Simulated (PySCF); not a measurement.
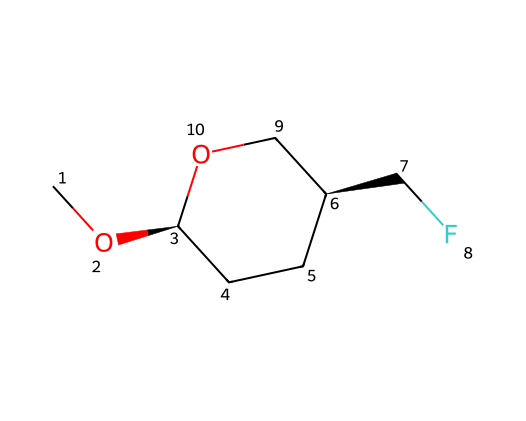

Skeletal drawing with numbered atoms; wedges and dashes mark any stereocentres. The configuration is that of a computed structure (PBE0-D3(BJ)/def2-SVP).

What are the Cahn–Ingold–Prelog descriptors?

Answer. C3: S; C6: S.
